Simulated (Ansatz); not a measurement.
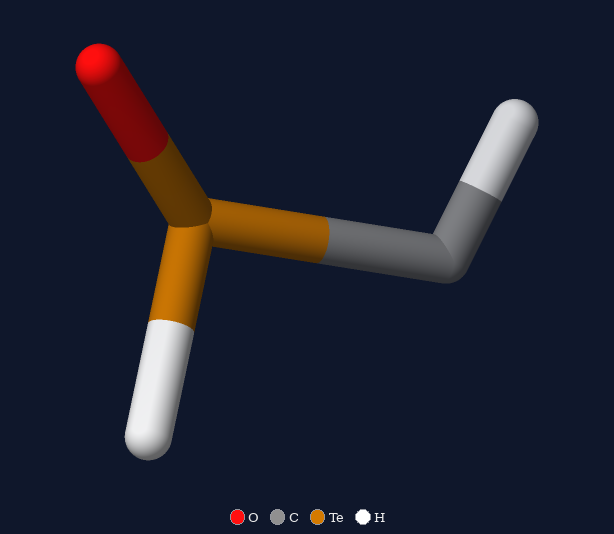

Rendered structure (stick style).

Computed geometry: PBE0-D4/def2-TZVP optimisation. No frequency run is at hand to confirm it as a minimum.

Description:

Formula CH2OTe. The point group is C1. Coordination: 1 C bent; 1 Te trigonal pyramidal.

The parts below concern this one geometry. Atoms keep their numbers from picture to picture.

Geometry

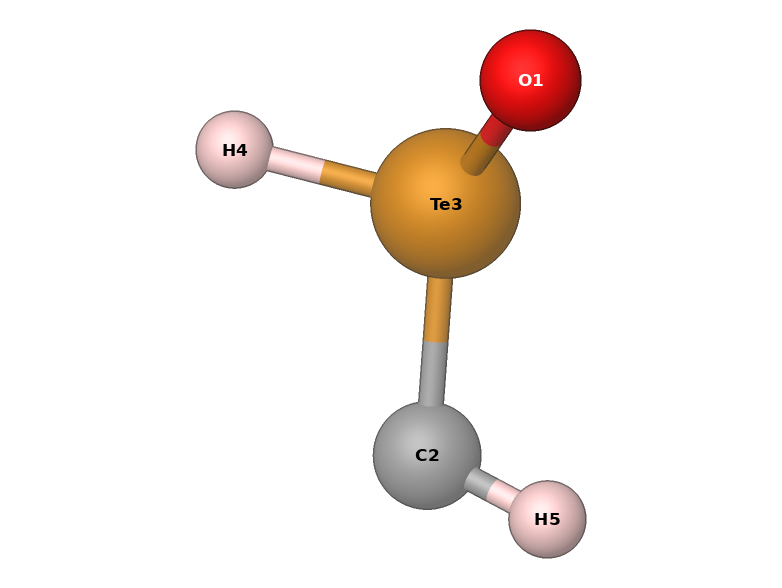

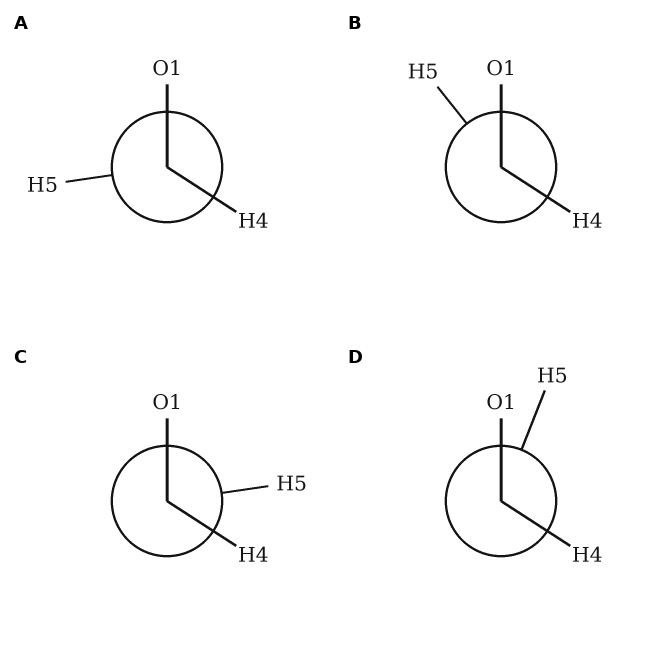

Depth is shown by fading: the farther an atom, the more it takes the colour of the background. Bonds that would overlap in a projection are set slightly apart. No frequency run is at hand to confirm it as a minimum.

Which Newman projection shows the view along Te3–C2, with Te3 in front?

Answer. B. The torsion angle O1–Te3–C2–H5 is −38°, synclinal (gauche).

Electronic properties

No frequency run is at hand to confirm it as a minimum. Properties computed with RKS PBE0-D4/def2-TZVPP, core potentials on Te (Ansatz 0.2.0).

Estimate the HOMO–LUMO gap.

Answer. 3.29 eV.

Give the HOMO energy (Kohn–Sham orbital) at this level.

Answer. −7.31 eV.

Charges

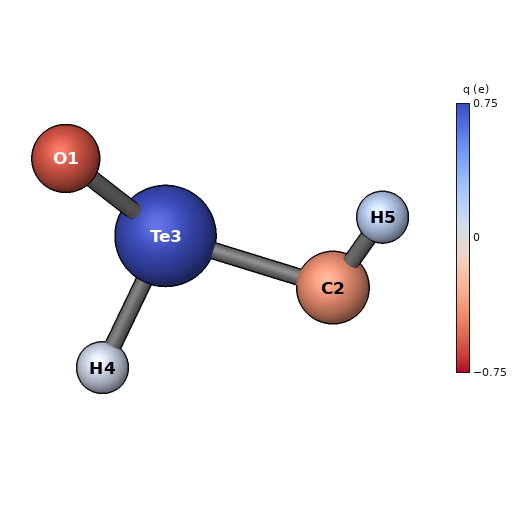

Atoms are coloured by their Mulliken charges. No frequency run is at hand to confirm it as a minimum. Properties computed with RKS PBE0-D4/def2-TZVP, core potentials on Te (Ansatz 0.2.0).

Which atom carries the highest charge (most positive or least negative)?

Answer. Te3 (0.74 e).

And the lowest?

Answer. O1 (−0.59 e).

Give the Mulliken charges atom by atom.

```
atom  value (e)
  O1      −0.59
  C2      −0.39
 Te3       0.74
  H4       0.07
  H5       0.16
```

Dipole moment

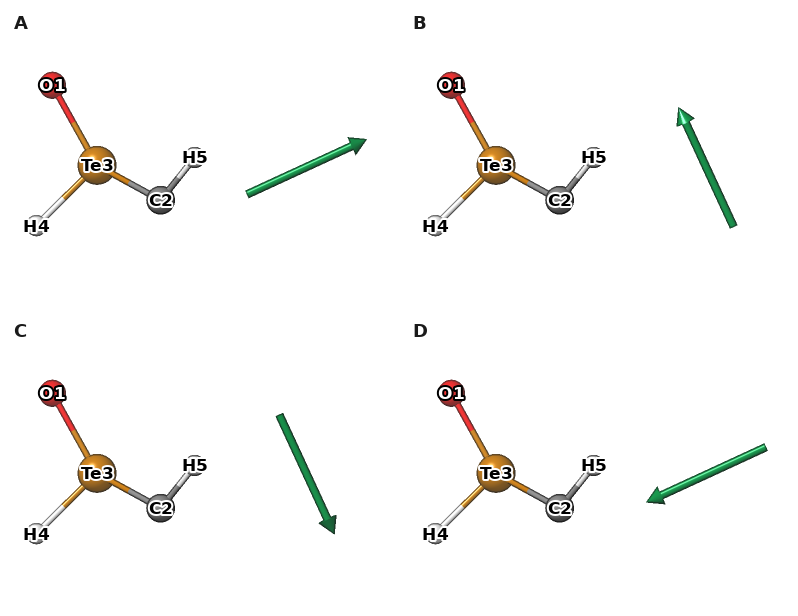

The same molecule four times, each with an arrow. No frequency run is at hand to confirm it as a minimum. Method: RKS PBE0-D4/def2-TZVP, core potentials on Te (Ansatz 0.2.0).

Which arrow points along the dipole moment, from the negative to the positive end?

Answer. C. The dipole moment is 2.04 D; it points from the side of O1 to the side of C2 (the outermost atoms at the two ends).

Mulliken values depend strongly on the basis set and can even reverse the polarity of a bond.
